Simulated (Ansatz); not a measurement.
Si$_{2}$H$_{6}$: geometry relaxation

System: Si$_{2}$H$_{6}$.
Method: RKS PBE0-D4/def2-TZVP (Ansatz 0.2.0).

Figures and captions count atoms from 1; the log counts them from 0 in places.

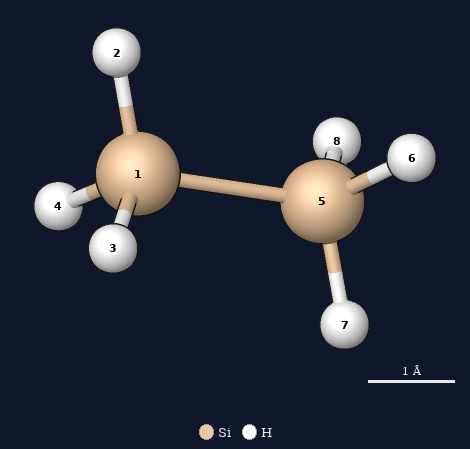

**Figure 1.** The starting structure (ball-and-stick view, seen at a tilt; atoms are numbered from 1 in the order of the input). Bond lengths as drawn: H–Si 1.48 to 1.49 Å and Si–Si 2.34 Å.

Results in brief

| quantity | value |
| --- | --- |
| outcome | converged |
| total energy | −15846.3401 eV |
| mean-field energy | −15846.2307 eV |
| dispersion energy | −0.1094 eV |
| SCF solution under orbital rotations | stable |
| largest force (length of the vector) at the end | 0.004 eV/Å |
| dipole moment | 0.00 D |
| hardware | 8 threads of Arm Neoverse V1, 23 GiB of memory available, shared host |
| wall time | 3 s (CPU time 19 s) |
| peak memory | 0.63 GiB |

Input file
```yaml
crystal:
  periodic: [false, false, false]
  atoms:
    - {symbol: Si, position_ang: [-0.691820, -1.168934, 1.255652]}
    - {symbol: H, position_ang: [0.621024, -1.536236, 1.841086]}
    - {symbol: H, position_ang: [-0.851338, -1.754103, -0.098884]}
    - {symbol: H, position_ang: [-1.761568, -1.741248, 2.124396]}
    - {symbol: Si, position_ang: [-1.008728, 1.148766, 1.239781]}
    - {symbol: H, position_ang: [0.094834, 1.878316, 0.554478]}
    - {symbol: H, position_ang: [-2.278495, 1.495357, 0.543657]}
    - {symbol: H, position_ang: [-1.090955, 1.665640, 2.633479]}
basis:
  gaussian: {orbitals: def2-TZVP}
hamiltonian: {xc: pbe0, dispersion: d4}
relax: {f_tol: 0.005, max_steps: 200}
```

Launched with:
```bash
ansatz run in.yaml --threads 8 --pin off --events-out ev --progress --plain --max-ram 19148MiB
```

Log
```
Functional definition: PBE0
  name "PBE0"
  cite "Adamo & Barone, J. Chem. Phys. 110, 6158 (1999) doi:10.1063/1.478522"
  cite "Perdew, Burke & Ernzerhof, Phys. Rev. Lett. 77, 3865 (1996) doi:10.1103/PhysRevLett.77.3865"
  parent pbe
  parameter a = 0.25
  parameter kappa = 0.804
  parameter beta = 0.06672455060314922
  exchange = (1 - a)*pbe_x(kappa = kappa, mu = beta*pi^2/3) + a*exact_x
  correlation = pbe_c(beta = beta)
800 factors; their error is unknown
mean field evaluation 1: about -15845.7308 eV, gradient 1.1e1 eV
mean field evaluation 2: about -15846.0885 eV, gradient 4.7e0 eV
mean field evaluation 4: about -15846.1534 eV, gradient 1.9e-1 eV
mean field evaluation 8: about -15846.2192 eV, gradient 1.5e-2 eV
mean field -15846.21920235 eV, -582.3378147332 hartree, gradient 5.2e-5 eV, S^2 0.000000; 0 other end points of the search recorded, 0 dependent functions left out
the calculation of the forces begins
reference -15846.21923584 eV, -582.3378159639 hartree; 17, 17 occupied and 93, 93 virtual orbitals, 800 factors
relax step   1: F+E_penalty+E_count = -15846.32853380 eV  Δ(F+E_penalty+E_count) = +0.000e0 eV  max|allowed force component| = 2.699e-1 eV/Å  Δτ_max = 0.0000 Å  (20 SCF iters, accepted)
these checks for a lower state are left out or cut short: starts, cluster_reference, orbital_swaps, neighbouring_geometries, increment
800 factors; their error is unknown
mean field evaluation 16: about -15846.2261 eV, gradient 1.0e-1 eV
mean field -15846.22611466 eV, -582.3380687558 hartree, gradient 6.4e-5 eV, S^2 0.000000; 0 other end points of the search recorded, 0 dependent functions left out
the calculation of the forces begins
reference -15846.22614812 eV, -582.3380699856 hartree; 17, 17 occupied and 93, 93 virtual orbitals, 800 factors
relax step   2: F+E_penalty+E_count = -15846.33562382 eV  Δ(F+E_penalty+E_count) = -7.090e-3 eV  max|allowed force component| = 5.141e-2 eV/Å  Δτ_max = 0.0360 Å  (21 SCF iters, accepted)
these checks for a lower state are left out or cut short: starts, cluster_reference, orbital_swaps, neighbouring_geometries, increment
800 factors; their error is unknown
mean field -15846.23001747 eV, -582.3382121815 hartree, gradient 6.9e-5 eV, S^2 0.000000; 0 other end points of the search recorded, 0 dependent functions left out
the calculation of the forces begins
reference -15846.23005093 eV, -582.3382134110 hartree; 17, 17 occupied and 93, 93 virtual orbitals, 800 factors
relax step   3: F+E_penalty+E_count = -15846.33947766 eV  Δ(F+E_penalty+E_count) = -3.854e-3 eV  max|allowed force component| = 7.122e-3 eV/Å  Δτ_max = 0.0544 Å  (20 SCF iters, accepted)
these checks for a lower state are left out or cut short: starts, cluster_reference, orbital_swaps, neighbouring_geometries, increment
800 factors; their error is unknown
mean field -15846.23042565 eV, -582.3382271818 hartree, gradient 6.1e-5 eV, S^2 0.000000; 0 other end points of the search recorded, 0 dependent functions left out
the calculation of the forces begins
reference -15846.23045911 eV, -582.3382284116 hartree; 17, 17 occupied and 93, 93 virtual orbitals, 800 factors
relax step   4: F+E_penalty+E_count = -15846.33986354 eV  Δ(F+E_penalty+E_count) = -3.859e-4 eV  max|allowed force component| = 7.365e-3 eV/Å  Δτ_max = 0.0217 Å  (21 SCF iters, accepted)
these checks for a lower state are left out or cut short: starts, cluster_reference, orbital_swaps, neighbouring_geometries, increment
800 factors; their error is unknown
mean field evaluation 32: about -15846.2306 eV, gradient 1.4e-5 eV
mean field -15846.23060807 eV, -582.3382338858 hartree, gradient 6.3e-5 eV, S^2 0.000000; 0 other end points of the search recorded, 0 dependent functions left out
the calculation of the forces begins
reference -15846.23064154 eV, -582.3382351158 hartree; 17, 17 occupied and 93, 93 virtual orbitals, 800 factors
relax step   5: F+E_penalty+E_count = -15846.34004705 eV  Δ(F+E_penalty+E_count) = -1.835e-4 eV  max|allowed force component| = 6.118e-3 eV/Å  Δτ_max = 0.0282 Å  (21 SCF iters, accepted)
these checks for a lower state are left out or cut short: starts, cluster_reference, orbital_swaps, neighbouring_geometries, increment
800 factors; their error is unknown
mean field -15846.23062075 eV, -582.3382343519 hartree, gradient 1.3e-5 eV, S^2 0.000000; 0 other end points of the search recorded, 0 dependent functions left out
the calculation of the forces begins
reference -15846.23065422 eV, -582.3382355818 hartree; 17, 17 occupied and 93, 93 virtual orbitals, 800 factors
relax step   6: F+E_penalty+E_count = -15846.34005822 eV  Δ(F+E_penalty+E_count) = -1.117e-5 eV  max|allowed force component| = 3.471e-3 eV/Å  Δτ_max = 0.0030 Å  (19 SCF iters, accepted)
```

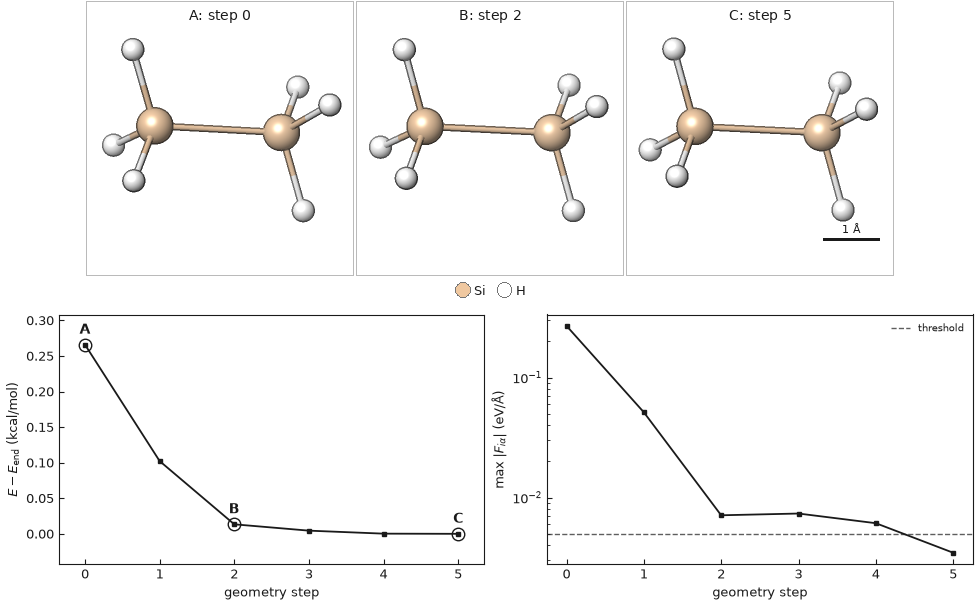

**Figure 2.** Frames of the relaxation (ball-and-stick view, seen at a tilt) above the curves, on which the letters mark them (the first geometry is step 0 here and step 1 in the log).

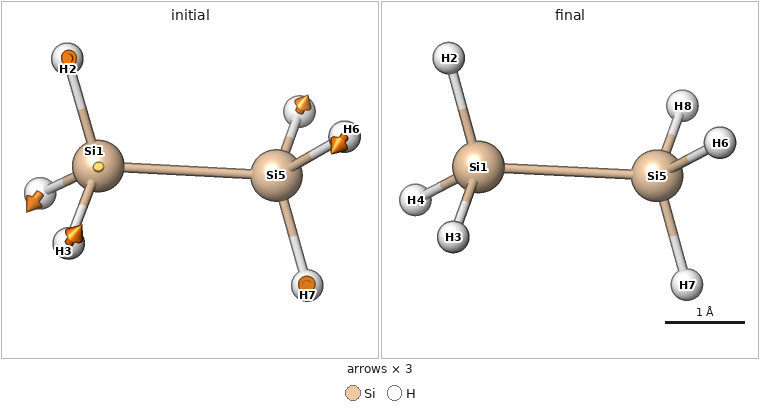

**Figure 3.** Before (left) and after (right) the relaxation, at one scale (ball-and-stick view, seen at a tilt). The orange arrows give the displacements, magnified 3 times. The largest move after the best rigid fit is that of H3, 0.12 Å. Largest moves by element: H 0.12 Å, Si 0.04 Å. Distances before and after: Si1–H4 1.492 → 1.488 Å, Si1–H2 1.484 → 1.488 Å. Among the angles that change: H4–Si1–Si5 106.7° → 110.3°, Si1–Si5–H6 112.8° → 110.2°, H2–Si1–H3 111.0° → 108.6°. The energy falls by 0.27 kcal/mol in 5 geometry steps. The largest force component goes from 0.27 to 0.0035 eV/Å. (Atoms are counted from 1 in the order of the input.)

```
800 factors; their error is unknown
mean field -15846.23062075 eV, -582.3382343519 hartree, gradient 1.3e-5 eV, S^2 0.000000; 1 other end points of the search recorded, 0 dependent functions left out
the calculation of the forces begins
reference -15846.23065422 eV, -582.3382355818 hartree; 17, 17 occupied and 93, 93 virtual orbitals, 800 factors
Total energy: -15846.34009169 eV, -582.3422573345 hartree
Atom 0 at    -0.722684    -1.161304     1.277170 Å, force     0.001054    -0.003471    -0.000922 eV/Å
Atom 1 at     0.582245    -1.506085     1.902906 Å, force    -0.001110     0.001868    -0.000205 eV/Å
Atom 2 at    -0.742758    -1.702014    -0.108681 Å, force    -0.000286     0.002093     0.001338 eV/Å
Atom 3 at    -1.810193    -1.811397     2.056806 Å, force    -0.000177     0.002254    -0.000144 eV/Å
Atom 4 at    -1.019540     1.158296     1.246585 Å, force     0.000980     0.002303     0.000131 eV/Å
Atom 5 at     0.069686     1.806591     0.467730 Å, force    -0.001103    -0.001312     0.000762 eV/Å
Atom 6 at    -2.323345     1.503740     0.618987 Å, force     0.000487    -0.001613     0.000285 eV/Å
Atom 7 at    -1.000457     1.699731     2.632142 Å, force     0.000155    -0.002122    -0.001245 eV/Å
Dipole moment:    -0.000226     0.000155     0.000150 e Å
```

Trajectory as extended XYZ (Å, eV, eV/Å), 6 frames, from step=1 to step=6
```
8
Properties=species:S:1:pos:R:3:forces:R:3 step=1 energy=-15846.32853
Si   -0.6918   -1.1689    1.2557   -0.2699   0.0411   0.1780
H     0.6210   -1.5362    1.8411    0.0740  -0.0119  -0.0506
H    -0.8513   -1.7541   -0.0989    0.0918   0.0008  -0.0560
H    -1.7616   -1.7412    2.1244    0.0550  -0.0202  -0.0336
Si   -1.0087    1.1488    1.2398    0.0487   0.1742  -0.0538
H     0.0948    1.8783    0.5545    0.0035  -0.0737  -0.0049
H    -2.2785    1.4954    0.5437   -0.0048  -0.0560   0.0119
H    -1.0910    1.6656    2.6335    0.0017  -0.0544   0.0091
8
Properties=species:S:1:pos:R:3:forces:R:3 step=2 energy=-15846.33562
Si   -0.7188   -1.1579    1.2742   -0.0045  -0.0079  -0.0077
H     0.6135   -1.5154    1.8276    0.0189  -0.0078   0.0180
H    -0.8304   -1.7250   -0.0957    0.0001  -0.0096  -0.0106
H    -1.7715   -1.7711    2.1329    0.0298   0.0215  -0.0346
Si   -1.0045    1.1628    1.2347   -0.0514  -0.0361   0.0436
H     0.1113    1.8610    0.5389   -0.0222  -0.0436   0.0086
H    -2.2836    1.4810    0.5427    0.0217   0.0369   0.0115
H    -1.0830    1.6523    2.6384    0.0076   0.0466  -0.0288
8
Properties=species:S:1:pos:R:3:forces:R:3 step=3 energy=-15846.33948
Si   -0.7213   -1.1608    1.2761    0.0003  -0.0071   0.0007
H     0.6038   -1.5060    1.8573   -0.0014   0.0007   0.0027
H    -0.7937   -1.7110   -0.1041    0.0037   0.0013  -0.0004
H    -1.7830   -1.7998    2.0994   -0.0003  -0.0025  -0.0040
Si   -1.0177    1.1581    1.2452   -0.0022   0.0065   0.0007
H     0.0958    1.8169    0.5110   -0.0025  -0.0047  -0.0022
H    -2.2999    1.5022    0.5739   -0.0007   0.0021   0.0036
H    -1.0509    1.6880    2.6349    0.0032   0.0036  -0.0011
8
Properties=species:S:1:pos:R:3:forces:R:3 step=4 energy=-15846.33986
Si   -0.7222   -1.1616    1.2768   -0.0013   0.0073   0.0002
H     0.5953   -1.5053    1.8759   -0.0002   0.0001   0.0022
H    -0.7728   -1.7066   -0.1064    0.0020   0.0004  -0.0009
H    -1.7939   -1.8068    2.0819   -0.0014  -0.0009  -0.0015
Si   -1.0191    1.1585    1.2462    0.0008  -0.0074   0.0002
H     0.0856    1.8107    0.4932   -0.0004  -0.0004  -0.0022
H    -2.3097    1.5041    0.5922   -0.0015   0.0002   0.0016
H    -1.0304    1.6945    2.6338    0.0021   0.0007   0.0005
8
Properties=species:S:1:pos:R:3:forces:R:3 step=5 energy=-15846.34005
Si   -0.7227   -1.1618    1.2773   -0.0012   0.0051  -0.0004
H     0.5838   -1.5050    1.9009   -0.0051  -0.0001  -0.0022
H    -0.7452   -1.7014   -0.1092    0.0006   0.0011   0.0061
H    -1.8091   -1.8117    2.0590    0.0034   0.0012  -0.0025
Si   -1.0200    1.1583    1.2469    0.0037  -0.0029  -0.0006
H     0.0715    1.8050    0.4696   -0.0044   0.0000   0.0026
H    -2.3226    1.5041    0.6165    0.0033  -0.0014   0.0025
H    -1.0028    1.7000    2.6327   -0.0004  -0.0030  -0.0055
8
Properties=species:S:1:pos:R:3:forces:R:3 step=6 energy=-15846.34006
Si   -0.7227   -1.1613    1.2772    0.0011  -0.0035  -0.0009
H     0.5822   -1.5061    1.9029   -0.0011   0.0019  -0.0002
H    -0.7428   -1.7020   -0.1087   -0.0003   0.0021   0.0013
H    -1.8102   -1.8114    2.0568   -0.0002   0.0023  -0.0001
Si   -1.0195    1.1583    1.2466    0.0010   0.0023   0.0001
H     0.0697    1.8066    0.4677   -0.0011  -0.0013   0.0008
H    -2.3233    1.5037    0.6190    0.0005  -0.0016   0.0003
H    -1.0005    1.6997    2.6321    0.0002  -0.0021  -0.0012
```
